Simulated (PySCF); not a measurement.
**C8H12OSi: density, localisation and related maps**

```xyz
22

C     3.6593    0.6828    0.9822
O     2.2744    0.4728    0.9731
C     1.7330    0.3983   -0.3311
C     0.2622    0.2089   -0.2300
C    -0.8232    0.8238   -0.6971
C    -1.7927   -0.1260   -0.0285
Si   -3.1129    0.5510    1.1314
C    -2.0339   -1.3818   -0.8366
C    -0.9591   -2.0107   -0.3726
C    -0.5152   -0.8640    0.4995
H     4.1932   -0.1312    0.4740
H     3.9604    0.7172    2.0274
H     3.9224    1.6310    0.4953
H     2.1843   -0.4532   -0.8727
H     1.9581    1.3195   -0.8930
H    -0.9959    1.6578   -1.3514
H    -4.1694    1.1713    0.3265
H    -3.6630   -0.5614    1.9081
H    -2.4950    1.5437    2.0099
H    -2.7997   -1.6158   -1.5520
H    -0.5080   -2.9709   -0.5432
H    -0.2899   -1.0434    1.5439
```

Geometry: GFN2-xTB.

Method: PBE0/pcSseg-1, SCF density, gas phase, non-relativistic in PySCF 2.14.0.

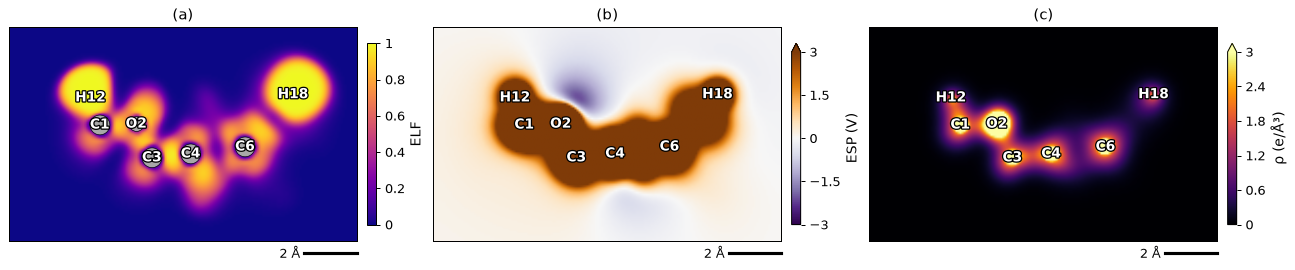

Figure 1. (a) electron localisation function; (b) electrostatic potential; (c) electron density on the plane of atoms C1, O2 and C3. Grey discs cover the atomic cores in the ELF map.

> Read the bonding off the picture.

- The plane passes through C, O and H nuclei.
- C–O (1.40 Å): ρ at the midpoint is about 2.1 e/Å³, with its minimum of 1.8 e/Å³ about 0.5 Å from C; the ELF peaks at about 0.90 between the atoms; a polar covalent bond.
- C–H (1.09 Å): ρ at the midpoint is about 2 e/Å³; the ELF climbs to about 1 towards the hydrogen, as it does in any bond to H; a covalent bond by its length.
- C–C (1.49 Å): ρ at the midpoint is about 1.8 e/Å³; the ELF peaks at about 0.95 between the atoms: a covalent bond.
- The ELF also peaks beside O2, away from the bonds: lone-pair regions.
- Outside the dense part of the molecule the potential is most negative (−2.1 V) near O2.

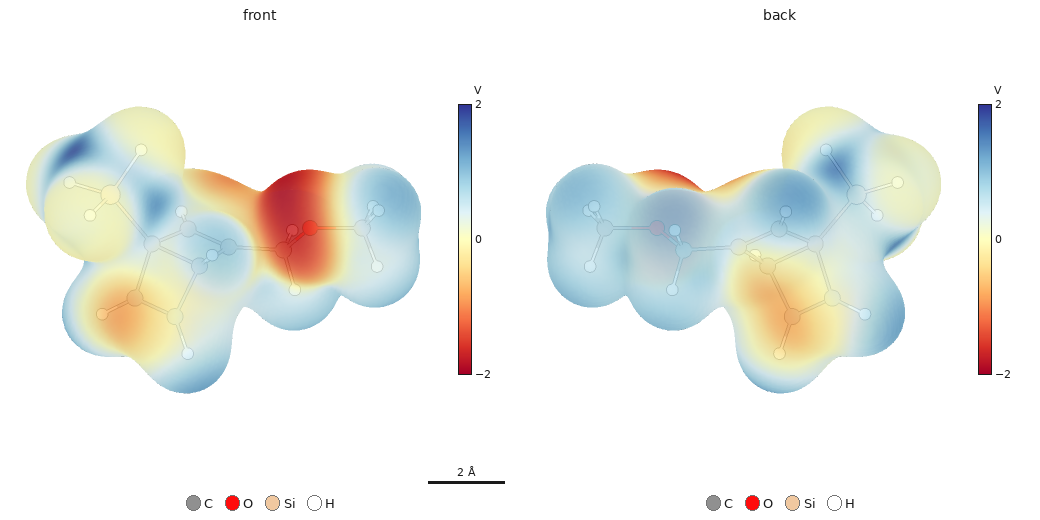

Figure 2. The electrostatic potential painted on the density surface at 0.004 e/bohr³, seen from the front and from behind; the colour scale runs from red (negative) to blue (positive).

> Describe the electrostatic potential map.

The most negative region (about −1.8 V) lies over O2, the most positive (about +1.4 V) over Si7. O2 is the likeliest acceptor of a hydrogen bond.
